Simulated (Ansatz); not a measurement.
# C2H3FSi: a short trajectory

Aim: follow C2H3FSi for 30 steps with a Langevin thermostat (300 K) and see how far bonds stretch and how energy moves between motion and potential.

Program: Ansatz 0.2.0, Gaussian basis. Level of theory: BLYP/def2-SVP. These are calculated values, not measurements.

## (1) Structure used throughout

The structure was relaxed beforehand with PBE0-D4 in a triple-zeta def2 set.

SMILES `F[SiH]1C=C1`, 7 atoms, charge 0, spin multiplicity 1.

Atoms are counted from 1 here; the program's logs count them from 0.

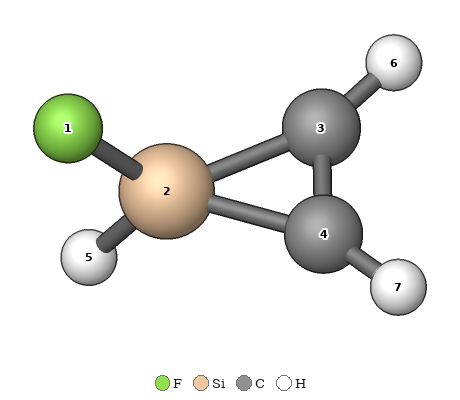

The structure; fluorine green, silicon light orange, carbon grey, hydrogen white; atoms are numbered from 1 in the order of the file.

## (2) Dynamics

Contents of in.yaml:

```yaml
crystal:
  periodic: [false, false, false]
  atoms:
    - {symbol: F, position_ang: [-1.834760, -1.249659, 0.027483]}
    - {symbol: Si, position_ang: [-0.739719, -0.201894, -0.470201]}
    - {symbol: C, position_ang: [0.317130, 0.677847, 0.660762]}
    - {symbol: C, position_ang: [0.969318, -0.309471, 0.017207]}
    - {symbol: H, position_ang: [-1.235951, 0.309836, -1.758114]}
    - {symbol: H, position_ang: [0.602623, 1.397176, 1.419423]}
    - {symbol: H, position_ang: [1.982559, -0.691836, 0.057740]}
basis:
  gaussian: {orbitals: def2-SVP}
hamiltonian: {xc: {name: BLYP}}
md: {timestep: 1 fs, n_steps: 30, ensemble: nvt_langevin, temperature: 300, initial_velocities: maxwell_boltzmann, friction: 0.01, seed: 593}
```

The run is started by

```bash
ansatz run in.yaml --threads 2 --pin off --events-out ev --progress --plain --max-ram 4352MiB
```

What it wrote (excerpt; [...] marks lines left out):

```text
Functional definition: BLYP
  name "BLYP"
  cite "Becke, Phys. Rev. A 38, 3098 (1988) doi:10.1103/PhysRevA.38.3098"
  cite "Lee, Yang & Parr, Phys. Rev. B 37, 785 (1988) doi:10.1103/PhysRevB.37.785"
[...]
834 factors; their error is unknown
[...]
mean field -12709.17186613 eV, -467.0534514941 hartree, gradient 9.7e-6 eV, S^2 0.000000; 0 other end points of the search recorded, 0 dependent functions left out
[...]
reference -12709.17213993 eV, -467.0534615561 hartree; 19, 19 occupied and 56, 56 virtual orbitals, 834 factors
md step     0: t =     0.00 fs  T =   257.1 K  F+E_penalty+E_count = -12709.17186613 eV  E_kin = 0.232668 eV  (27 SCF iters)
[...]
md step     7: t =     7.00 fs  T =   219.5 K  F+E_penalty+E_count = -12709.17827787 eV  E_kin = 0.198572 eV  (31 SCF iters)
[...]
md step    14: t =    14.00 fs  T =   209.7 K  F+E_penalty+E_count = -12709.18511039 eV  E_kin = 0.189726 eV  (31 SCF iters)
[...]
md step    21: t =    21.00 fs  T =   124.2 K  F+E_penalty+E_count = -12709.15370420 eV  E_kin = 0.112344 eV  (31 SCF iters)
[...]
md step    28: t =    28.00 fs  T =   131.0 K  F+E_penalty+E_count = -12709.13005553 eV  E_kin = 0.118512 eV  (31 SCF iters)
[...]
md step    29: t =    29.00 fs  T =   130.0 K  F+E_penalty+E_count = -12709.13716781 eV  E_kin = 0.117654 eV  (31 SCF iters)
[...]
md step    30: t =    30.00 fs  T =   116.3 K  F+E_penalty+E_count = -12709.13432423 eV  E_kin = 0.105217 eV  (28 SCF iters)
Total energy: -12709.13460019 eV, -467.0520819963 hartree
Atom 0 at    -1.909814    -1.357599    -0.013442 Å, force     0.450537     0.096599     0.239922 eV/Å
Atom 1 at    -0.757276    -0.269021    -0.477908 Å, force     0.811425     0.388556     0.108076 eV/Å
Atom 2 at     0.298406     0.761891     0.637683 Å, force     0.159226     0.258079    -0.029627 eV/Å
Atom 3 at     1.046440    -0.152120    -0.040824 Å, force    -0.260303    -0.746368    -0.022926 eV/Å
Atom 4 at    -1.230191     0.117965    -1.832316 Å, force    -0.034360     0.156900     0.018356 eV/Å
Atom 5 at     0.616555     1.568187     1.353798 Å, force    -0.457069    -0.406022    -0.302472 eV/Å
Atom 6 at     2.131897    -0.450418    -0.046893 Å, force    -0.669456     0.252256    -0.011330 eV/Å
Dipole moment:     0.253326     0.174069    -0.015539 e Å
```

It took 15 s on 2 threads of Intel Xeon 6975P-C, shared host.

## (3) Frames and traces

Every 2 steps, with energies from the start:

| time (fs) | T (K) | potential (meV) | Si2–H5 (Å) |
| --- | --- | --- | --- |
| 0.0 | 257 | 0.0 | 1.472 |
| 2.0 | 208 | 39.6 | 1.435 |
| 4.0 | 189 | 42.5 | 1.442 |
| 6.0 | 219 | -3.2 | 1.480 |
| 8.0 | 234 | 6.1 | 1.522 |
| 10.0 | 186 | 9.4 | 1.541 |
| 12.0 | 198 | 2.2 | 1.527 |
| 14.0 | 210 | -13.2 | 1.495 |
| 16.0 | 228 | -16.9 | 1.459 |
| 18.0 | 150 | 8.0 | 1.446 |
| 20.0 | 137 | 14.9 | 1.462 |
| 22.0 | 126 | 25.5 | 1.492 |
| 24.0 | 108 | 48.6 | 1.525 |
| 26.0 | 97 | 63.1 | 1.539 |
| 28.0 | 131 | 41.8 | 1.524 |
| 30.0 | 116 | 37.5 | 1.486 |

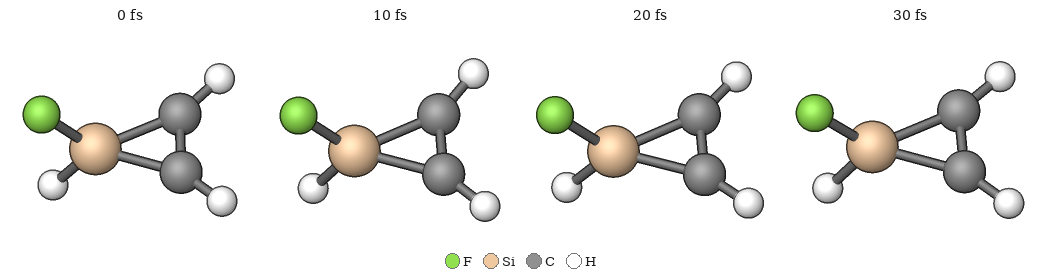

Four frames; sticks are those of the first frame.

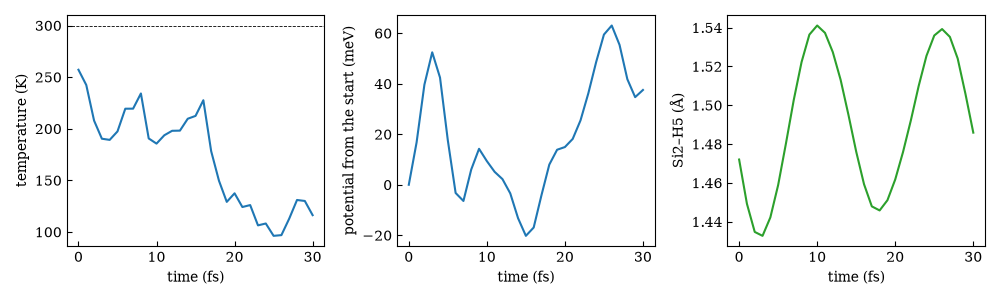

Temperature (the set value dashed), potential energy and the bond that swings most.

Positions (Å) and forces (eV/Å) at 30.0 fs:

```xyz
7

F    -1.910   -1.358   -0.013    0.451    0.097    0.240
Si   -0.757   -0.269   -0.478    0.811    0.389    0.108
C     0.298    0.762    0.638    0.159    0.258   -0.030
C     1.046   -0.152   -0.041   -0.260   -0.746   -0.023
H    -1.230    0.118   -1.832   -0.034    0.157    0.018
H     0.617    1.568    1.354   -0.457   -0.406   -0.302
H     2.132   -0.450   -0.047   -0.669    0.252   -0.011
```

## (4) Results

```
                         quantity                         value
                           length            30 steps of 1.0 fs
temperature, first and last frame                    257, 116 K
         temperature, second half  mean 136 K, from 96 to 228 K
           swing of the potential                        83 meV
                  range of Si2–H5              1.433 to 1.541 Å
```

The temperature starts at 257 K and ranges from 96 to 257 K; in so small a system it swings widely. The first value differs from the one set because the log counts other degrees of freedom than the draw of velocities did. Si2–H5 swings most, by 0.11 Å; no bond breaks. A run of 30 fs gives no averages.
